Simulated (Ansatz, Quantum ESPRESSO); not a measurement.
## YHf (Pm-3m): phonons by linear response

How does YHf (Pm-3m) vibrate, and is this structure a minimum?

Method: DFT LDA, scalar-relativistic, plane waves, JTH PAW pseudopotentials, in Quantum ESPRESSO 7.5.

The structure was built from a prototype and need not be the compound's stable phase.

## (1) The starting structure

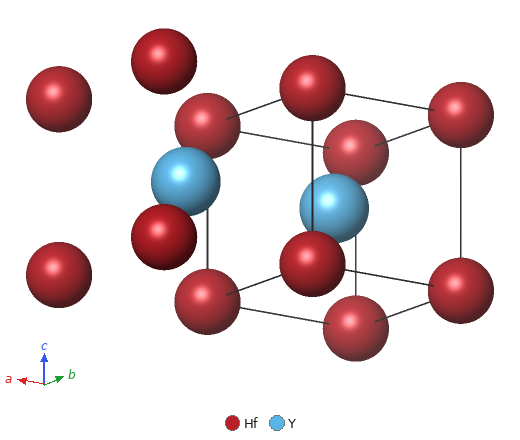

The cell as given, from a free direction (hafnium red, yttrium blue). 2×1×1 cells are drawn. Some periodic images of atoms are drawn too.

## (2) A first look

A cheap run with smearing and empty bands tells whether the crystal has a gap, which decides between fixed occupations and smearing later on.

probe.in reads:

```
&control
   calculation = 'scf'
   prefix = 'x'
   outdir = './tmp'
   pseudo_dir = './pseudo'
   tprnfor = .true.
   tstress = .true.
   verbosity = 'high'
/
&system
   ibrav = 0
   nat = 2
   ntyp = 2
   ecutwfc = 40.0
   ecutrho = 200.0
   occupations = 'smearing'
   smearing = 'gaussian'
   degauss = 0.01
/
&electrons
   conv_thr = 1.0d-07
   mixing_beta = 0.7
   electron_maxstep = 100
/
ATOMIC_SPECIES
 Hf    178.4900  Hf.upf
 Y      88.9058  Y.upf
CELL_PARAMETERS angstrom
     3.745268110    0.000000000    0.000000000
     0.000000000    3.745268110    0.000000000
     0.000000000    0.000000000    3.745268110
ATOMIC_POSITIONS crystal
 Hf     0.000000000   0.000000000   0.000000000
 Y      0.500000000   0.500000000   0.500000000
K_POINTS automatic
 6 6 6 0 0 0
```

Command:

```bash
$ OMP_NUM_THREADS=1 mpirun -n 4 pw.x -nk 4 -in probe.in > probe.out
```

What it wrote:

```text
[banners, grids, parts of the stress and lines that vanish by symmetry left out]
Program PWSCF v.7.5
     file Hf.upf: wavefunction(s)  5S 5P 6P 5D 0D renormalized
     file Y.upf: wavefunction(s)  5S 5P 4D 0D renormalized
[...]
kinetic-energy cutoff     =      40.0000  Ry
     charge density cutoff     =     200.0000  Ry
     scf convergence threshold =      1.0E-07
[...]
Exchange-correlation= SLA PW NOGX NOGC
                           (   1   4   0   0   0   0   0)
[...]
48 Sym. Ops., with inversion, found
[...]
(     0          1          0      )
                  (     0          0          1      )
[...]
(  0.0000000  1.0000000  0.0000000 )
                  (  0.0000000  0.0000000  1.0000000 )
[...]
(     0         -1          0      )
[...]
(  0.0000000 -1.0000000  0.0000000 )
[...]
(     0          0          1      )
                  (     1          0          0      )
[...]
( -1.0000000  0.0000000  0.0000000 )
                  (  0.0000000  1.0000000  0.0000000 )
[...]
number of k points=    20  Gaussian smearing, width (Ry)=  0.0100
[...]
End of self-consistent calculation
[...]
the Fermi energy is    11.9296 ev
!    total energy              =    -953.07266999 Ry
[...]
convergence has been achieved in   6 iterations
[...]
atom    1 type  1   force =     0.00000000    0.00000000    0.00000000
     atom    2 type  2   force =     0.00000000    0.00000000    0.00000000
[...]
Total force =     0.000000     Total SCF correction =     0.000000
[...]
total   stress  (Ry/bohr**3)                   (kbar)     P=      -50.33
[...]
XML data file, charge density, pseudopotentials, collected wavefunctions

   JOB DONE.
```

Wall time 3.1 s (4 MPI ranks of Arm Neoverse V1, shared host).

This step gave:

* volume per atom: 26.27 Å³
* pressure: -5.033 GPa
* gap on the k-mesh: 0 eV

No gap opens on this mesh, so smearing is kept; the start stands at -5.0 GPa.

## (3) Relaxing the cell and atoms

The relaxation runs at a cutoff a fifth above that of the response, since stress converges more slowly with the basis than frequencies do. Forces and stress are brought to rest with tight thresholds.

relax.in reads:

```
&control
   calculation = 'vc-relax'
   prefix = 'x'
   outdir = './tmp'
   pseudo_dir = './pseudo'
   tprnfor = .true.
   tstress = .true.
   forc_conv_thr = 2.0d-05
   etot_conv_thr = 1.0d-07
   nstep = 40
/
&system
   ibrav = 0
   nat = 2
   ntyp = 2
   ecutwfc = 48
   ecutrho = 240.0
   occupations = 'smearing'
   smearing = 'gaussian'
   degauss = 0.02
/
&electrons
   conv_thr = 1.0d-11
   mixing_beta = 0.7
   electron_maxstep = 100
/
&ions
/
&cell
   press_conv_thr = 0.2
/
ATOMIC_SPECIES
 Hf    178.4900  Hf.upf
 Y      88.9058  Y.upf
CELL_PARAMETERS angstrom
     3.745268110    0.000000000    0.000000000
     0.000000000    3.745268110    0.000000000
     0.000000000    0.000000000    3.745268110
ATOMIC_POSITIONS crystal
 Hf     0.000000000   0.000000000   0.000000000
 Y      0.500000000   0.500000000   0.500000000
K_POINTS automatic
 8 8 8 0 0 0
```

Command:

```bash
$ OMP_NUM_THREADS=1 mpirun -n 4 pw.x -nk 4 -in relax.in > relax.out
```

What it wrote:

```text
[banners, grids, parts of the stress and lines that vanish by symmetry left out]
[banner, memory and clock lines left out]
Program PWSCF v.7.5

[...]
kinetic-energy cutoff     =      48.0000  Ry
     charge density cutoff     =     240.0000  Ry
     scf convergence threshold =      1.0E-11
[...]
energy convergence thresh.=      1.0E-07
     force convergence thresh. =      2.0E-05
     press convergence thresh. =      2.0E-01
     Exchange-correlation= SLA PW NOGX NOGC
                           (   1   4   0   0   0   0   0)
[...]
48 Sym. Ops., with inversion, found
[...]
number of k points=    35  Gaussian smearing, width (Ry)=  0.0200
[...]
End of self-consistent calculation
[...]
the Fermi energy is    11.9439 ev
!    total energy              =    -953.08047694 Ry
[...]
convergence has been achieved in  10 iterations
[...]
atom    1 type  1   force =     0.00000000    0.00000000    0.00000000
     atom    2 type  2   force =     0.00000000    0.00000000    0.00000000
     Total force =     0.000000     Total SCF correction =     0.000000
[...]
total   stress  (Ry/bohr**3)                   (kbar)     P=      -48.64
[...]
number of bfgs steps    =   0
[...]
CELL_PARAMETERS (angstrom)
[...]
ATOMIC_POSITIONS (crystal)
Hf               0.0000000000        0.0000000000        0.0000000000
Y                0.5000000000        0.5000000000        0.5000000000
[...]
New effective cutoffs (rho, wfc):  243.60   48.79
[...]
End of self-consistent calculation
[...]
the Fermi energy is    12.2962 ev
!    total energy              =    -953.08295840 Ry
[...]
convergence has been achieved in  26 iterations
[...]
atom    1 type  1   force =     0.00000000    0.00000000    0.00000000
     atom    2 type  2   force =     0.00000000    0.00000000    0.00000000
     Total force =     0.000000     Total SCF correction =     0.000000
[...]
total   stress  (Ry/bohr**3)                   (kbar)     P=      -34.84
[...]
number of bfgs steps    =   1
[...]
CELL_PARAMETERS (angstrom)
[...]
ATOMIC_POSITIONS (crystal)
Hf               0.0000000000        0.0000000000        0.0000000000
Y                0.5000000000        0.5000000000        0.5000000000
[...]
New effective cutoffs (rho, wfc):  249.81   50.04
[...]
End of self-consistent calculation
[...]
the Fermi energy is    12.8445 ev
!    total energy              =    -953.08500586 Ry
[...]
convergence has been achieved in  19 iterations
[...]
atom    1 type  1   force =     0.00000000    0.00000000    0.00000000
     atom    2 type  2   force =     0.00000000    0.00000000    0.00000000
     Total force =     0.000000     Total SCF correction =     0.000000
[...]
total   stress  (Ry/bohr**3)                   (kbar)     P=      -11.56
[...]
number of bfgs steps    =   2
[...]
CELL_PARAMETERS (angstrom)
[...]
ATOMIC_POSITIONS (crystal)
[...]
New effective cutoffs (rho, wfc):  252.86   50.65
[...]
End of self-consistent calculation
[...]
the Fermi energy is    13.1155 ev
!    total energy              =    -953.08522986 Ry
[...]
convergence has been achieved in  22 iterations
[...]
atom    1 type  1   force =     0.00000000    0.00000000    0.00000000
     atom    2 type  2   force =     0.00000000    0.00000000    0.00000000
     Total force =     0.000000     Total SCF correction =     0.000000
[...]
total   stress  (Ry/bohr**3)                   (kbar)     P=        0.75
[...]
number of bfgs steps    =   3
[...]
CELL_PARAMETERS (angstrom)
[...]
ATOMIC_POSITIONS (crystal)
[...]
New effective cutoffs (rho, wfc):  252.67   50.61
[...]
End of self-consistent calculation
[...]
the Fermi energy is    13.0990 ev
!    total energy              =    -953.08523077 Ry
[...]
convergence has been achieved in  13 iterations
[...]
atom    1 type  1   force =     0.00000000    0.00000000    0.00000000
     atom    2 type  2   force =     0.00000000    0.00000000    0.00000000
     Total force =     0.000000     Total SCF correction =     0.000000
[...]
total   stress  (Ry/bohr**3)                   (kbar)     P=       -0.01
[...]
number of bfgs steps    =   4
[...]
small trust_radius: resetting bfgs history
[...]
CELL_PARAMETERS (angstrom)
[...]
ATOMIC_POSITIONS (crystal)
[...]
New effective cutoffs (rho, wfc):  252.68   50.61
[...]
End of self-consistent calculation
[...]
the Fermi energy is    13.0991 ev
!    total energy              =    -953.08523077 Ry
[...]
convergence has been achieved in   7 iterations
[...]
atom    1 type  1   force =     0.00000000    0.00000000    0.00000000
     atom    2 type  2   force =     0.00000000    0.00000000    0.00000000
     Total force =     0.000000     Total SCF correction =     0.000000
[...]
total   stress  (Ry/bohr**3)                   (kbar)     P=       -0.01
[...]
bfgs converged in   6 scf cycles and   5 bfgs steps
[...]
End of BFGS Geometry Optimization
     Final enthalpy           =    -953.0852307670 Ry
     File ./tmp/x.bfgs deleted, as requested
[...]
CELL_PARAMETERS (angstrom)
[...]
ATOMIC_POSITIONS (crystal)
Hf               0.0000000000        0.0000000000        0.0000000000
Y                0.5000000000        0.5000000000        0.5000000000
[...]
Final scf calculation at the relaxed structure.
[...]
kinetic-energy cutoff     =      48.0000  Ry
     charge density cutoff     =     240.0000  Ry
     scf convergence threshold =      1.0E-13
[...]
press convergence thresh. =      2.0E-01
     Exchange-correlation= SLA PW NOGX NOGC
                           (   1   4   0   0   0   0   0)
[...]
48 Sym. Ops., with inversion, found
[...]
number of k points=    35  Gaussian smearing, width (Ry)=  0.0200
[...]
c_bands:  1 eigenvalues not converged
     c_bands:  1 eigenvalues not converged
[...]
End of self-consistent calculation
[...]
the Fermi energy is    13.0991 ev
!    total energy              =    -953.08502378 Ry
[...]
convergence has been achieved in  17 iterations
[...]
atom    1 type  1   force =     0.00000000    0.00000000    0.00000000
     atom    2 type  2   force =     0.00000000    0.00000000    0.00000000
     Total force =     0.000000     Total SCF correction =     0.000000
[...]
total   stress  (Ry/bohr**3)                   (kbar)     P=       -0.78
[...]
XML data file, charge density, pseudopotentials, collected wavefunctions
```

It took 47 s on 4 MPI ranks; 3.1 min of CPU time.

Relaxation path:

| step | energy less that of the first step (eV) | largest force (eV/Å) | pressure (GPa) | volume (Å³) |
| --- | --- | --- | --- | --- |
| 1 | 0.0000 | 0.0000 | -4.86 | 52.53 |
| 2 | -0.0338 | 0.0000 | -3.48 | 51.24 |
| 3 | -0.0616 | 0.0000 | -1.16 | 49.35 |
| 4 | -0.0647 | 0.0000 | 0.07 | 48.45 |
| 5 | -0.0647 | 0.0000 | 0.00 | 48.51 |
| 6 | -0.0647 | 0.0000 | 0.00 | 48.51 |
| 7 | -0.0619 | 0.0000 | -0.08 | 48.51 |

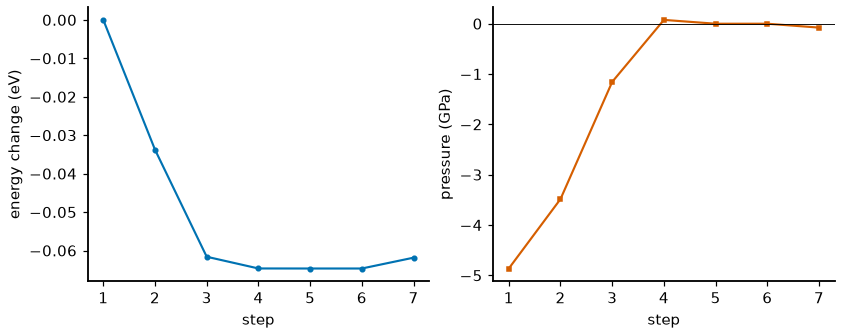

Energy and pressure along the relaxation.

| conventional cell, symmetrised | before | after | change |
| --- | --- | --- | --- |
| a (Å) | 3.745 | 3.647 | -2.6 % |
| b (Å) | 3.745 | 3.647 | -2.6 % |
| c (Å) | 3.745 | 3.647 | -2.6 % |
| volume (Å³/atom) | 26.27 | 24.25 | -7.7 % |

The relaxed structure:

```
CELL_PARAMETERS angstrom
3.64700 0.00000 0.00000
0.00000 3.64700 0.00000
0.00000 0.00000 3.64700
ATOMIC_POSITIONS crystal
Hf 0.00000 0.00000 0.00000
Y 0.50000 0.50000 0.50000
```

The last row of the table of steps is pw.x's closing run on a basis chosen anew for the final cell, so its energy can jump.

This step gave:

```
volume per atom : 24.25 Å³
pressure        : -0.078 GPa
```

The volume changes by -7.7 % from the cell with which this run began.

## (4) Ground state

The response is built on this ground state, so it is converged far tighter than an energy would need. Smearing stays on, as the first look found no gap above 0.3 eV.

scf.in reads:

```
&control
   calculation = 'scf'
   prefix = 'x'
   outdir = './tmp'
   pseudo_dir = './pseudo'
   tprnfor = .true.
   tstress = .true.
/
&system
   ibrav = 0
   nat = 2
   ntyp = 2
   ecutwfc = 40.0
   ecutrho = 200.0
   occupations = 'smearing'
   smearing = 'gaussian'
   degauss = 0.02
/
&electrons
   conv_thr = 1.0d-12
   mixing_beta = 0.7
   electron_maxstep = 100
/
ATOMIC_SPECIES
 Hf    178.4900  Hf.upf
 Y      88.9058  Y.upf
CELL_PARAMETERS angstrom
     3.647002944    0.000000000    0.000000000
     0.000000000    3.647002944    0.000000000
     0.000000000    0.000000000    3.647002944
ATOMIC_POSITIONS crystal
 Hf     0.000000000   0.000000000   0.000000000
 Y      0.500000000   0.500000000   0.500000000
K_POINTS automatic
 8 8 8 0 0 0
```

Command:

```bash
$ OMP_NUM_THREADS=1 mpirun -n 4 pw.x -nk 4 -in scf.in > scf.out
```

What it wrote:

```text
[banners, grids, parts of the stress and lines that vanish by symmetry left out]
[banner, memory and clock lines left out]
Program PWSCF v.7.5

[...]
kinetic-energy cutoff     =      40.0000  Ry
     charge density cutoff     =     200.0000  Ry
     scf convergence threshold =      1.0E-12
[...]
Exchange-correlation= SLA PW NOGX NOGC
                           (   1   4   0   0   0   0   0)
[...]
48 Sym. Ops., with inversion, found
[...]
number of k points=    35  Gaussian smearing, width (Ry)=  0.0200
[...]
c_bands:  1 eigenvalues not converged
[...]
End of self-consistent calculation
[...]
the Fermi energy is    13.1000 ev
!    total energy              =    -953.08375440 Ry
[...]
convergence has been achieved in  11 iterations
[...]
atom    1 type  1   force =     0.00000000    0.00000000    0.00000000
     atom    2 type  2   force =     0.00000000    0.00000000    0.00000000
     Total force =     0.000000     Total SCF correction =     0.000000
[...]
total   stress  (Ry/bohr**3)                   (kbar)     P=       -0.77
[...]
XML data file, charge density, pseudopotentials, collected wavefunctions
```

It took 5.9 s on 4 MPI ranks.

This step gave:

| Item | Value |
| --- | --- |
| pressure | -0.077 GPa |

The cell stands at -0.077 GPa, close enough for phonons.

[end of part 1 of 4]

[Host names and launcher messages were left out of these logs when they were recorded.]

[Logs are printed without paths, hosts, clocks, repeated set-up lines and the standing remarks that a program may print on its own settings, such as how far it seeks lower states.]

[Hosts, paths, dates, database ids (printed as entryN), source tags and the programs' standing remarks are cut or masked in the printed files.]
